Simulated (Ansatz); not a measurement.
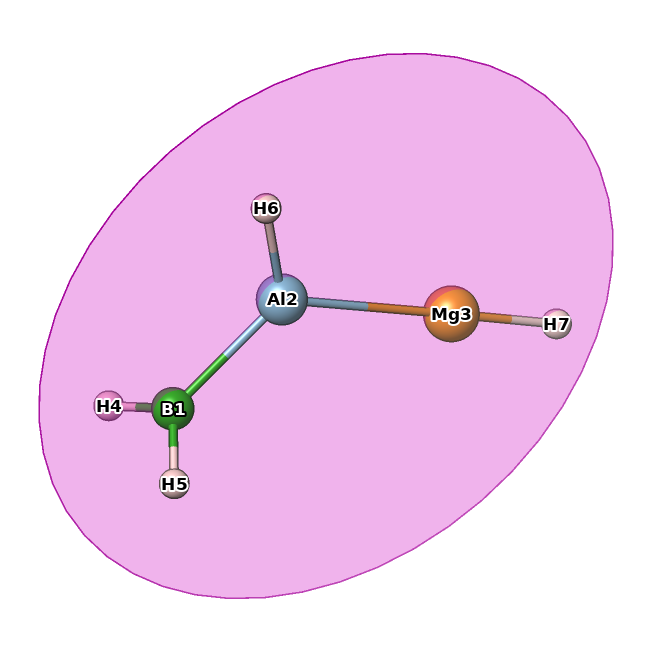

A disc through the centre of mass is drawn in. Distant atoms are faded towards the background colour. Computed geometry: PBE0-D4/def2-TZVP optimisation. No frequency run is at hand to confirm it as a minimum.

Q: Is the plane of the disc a mirror plane of the structure?

A: Yes. The reflection leaves B1, Al2, Mg3, H6, H7 in place and moves H4 ↔ H5. The point group is Cs.
